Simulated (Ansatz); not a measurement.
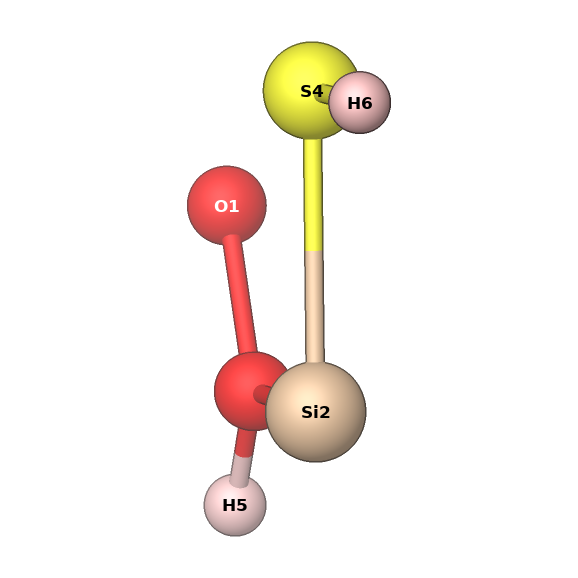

O3 lies behind Si2. The molecule seen a little off the Si2–O3 bond, Si2 in front. Atoms fade into the background with distance from the viewer. The computed structure is the end point of a PBE-D4/def2-SVP optimisation. No frequency run is at hand to confirm it as a minimum.

> What is the torsion angle S4–Si2–O3–O1? The sign is positive where the front bond must turn clockwise to cover the back bond.

0°, synperiplanar (eclipsed).
